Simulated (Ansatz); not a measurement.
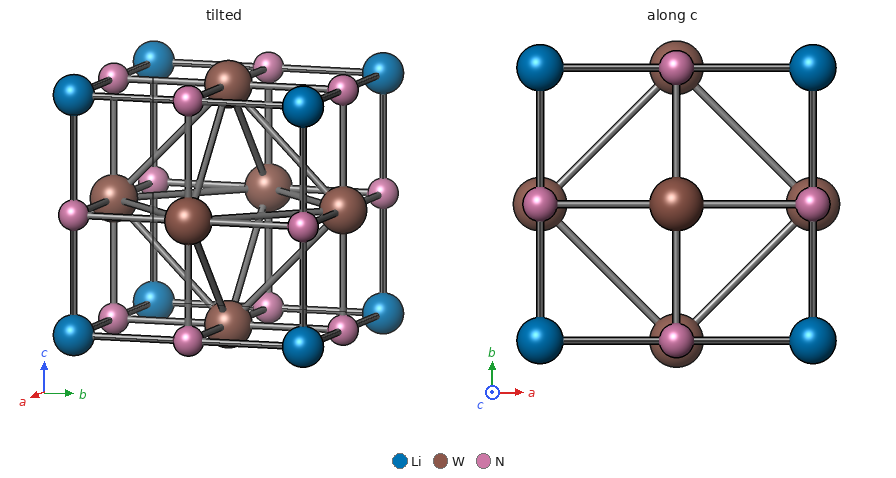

Crystal structure, ball-and-stick style, seen slightly off an axis and along the c axis. Atoms at the boundary of the conventional unit cell (the box) are drawn once for each face, edge or corner they touch.

LiW$_{3}$N$_{3}$, space group Pm-3m (No. 221), a = 4.173 Å, b = 4.173 Å, c = 4.173 Å, α = 90.00°, β = 90.00°, γ = 90.00°. The structure was taken from a structure type filled with these elements by a generator (whether the compound takes this form wasn't checked). Earlier steps of the study may have refined or changed the cell and positions. A calculation with Ansatz used it as input.

This one geometry was computed with Ansatz (DFT, plane waves, PAW) at three levels of theory: r2SCAN, PBE and PBE with spin-orbit coupling.

Q: Which level gives the highest pressure at this volume, and what does that say about its equilibrium volume?

A: Highest: PBE (0.0 GPa) and PBE with spin-orbit coupling (-0.1 GPa), which points to the largest equilibrium volume. Lowest, with the smallest volume: r2SCAN (-5.0 GPa). Levels within 0.5 GPa of each other can't be told apart.

Q: How does the band gap change with the level of theory?

A: All levels give a metal.

Q: Collect the results in a table.

A:
| level | cutoff (eV) | k-mesh of the run's cell | gap (eV) | pressure (GPa) |
| --- | --- | --- | --- | --- |
| r2SCAN | 500 | 10×10×10 | metal | -5.0 |
| PBE | 420 | 10×10×10 | metal | 0.0 |
| PBE with spin-orbit coupling | 420 | 10×10×10 | metal | -0.1 |

Gaps are taken on the k-mesh or band path of each run.
